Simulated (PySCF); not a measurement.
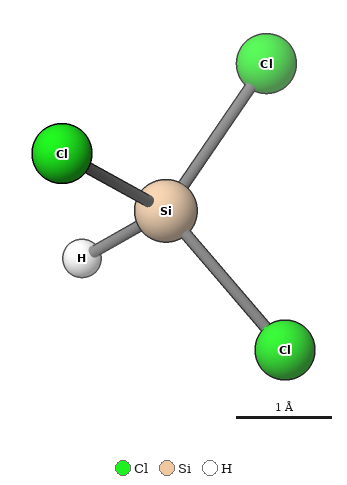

**Figure 1.** The structure (ball-and-stick view, seen at a tilt). Bond lengths as drawn: Cl–Si 2.01 Å and H–Si 1.45 Å.

**Run report: SiHCl₃, single-point calculation**

The run: single-point calculation of SiHCl₃, SMILES Cl[SiH](Cl)Cl. Method and program: HF/DZP, RHF, sfX2C (PySCF 2.14.0).

The geometry comes from this level: GFN2-xTB.

The program's output:
```
converged SCF energy = -1672.74043550583
total energy: -1672.74043551 hartree
```

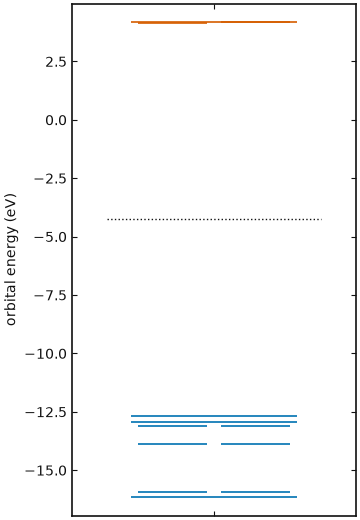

**Figure 2.** Orbital energies near the frontier; the dotted line parts filled from empty levels, and levels within 0.02 eV of each other stand side by side. Highest filled −12.68 eV, lowest empty 4.15 eV, 16.83 eV apart.

The run was set up as follows.

Input (input.py):
```python
from pyscf import gto

molecule = gto.Mole()
molecule.atom = [
    ('Cl', (1.673560, -0.567090, 0.885730)),
    ('Si', (-0.079730, -0.011930, 0.073790)),
    ('Cl', (0.015610, 1.916920, -0.485430)),
    ('Cl', (-0.473560, -1.160600, -1.528280)),
    ('H', (-1.135880, -0.177300, 1.054190)),
]
molecule.max_memory = 1860
molecule.spin = 0
molecule.verbose = 3
molecule.basis = 'dzp'
molecule.build()

mf = molecule.RHF()
mf = mf.x2c()
mf = mf.density_fit(auxbasis='aug-cc-pvtz-jkfit')
mf.kernel()

e_tot = mf.e_tot
print(f'total energy: {e_tot:.8f} hartree')
```

Command:
```bash
OMP_NUM_THREADS=1 python input.py
```

Summary:

```tsv
quantity	value
outcome	converged
total energy	−1672.740436 hartree
basis functions	101
HOMO	−12.68 eV
LUMO	4.15 eV
dipole moment	1.05 D
hardware	1 thread of AMD EPYC (Zen 3), 189 GiB of memory available, shared host
wall time	2.9 s
peak memory	0.17 GiB
```
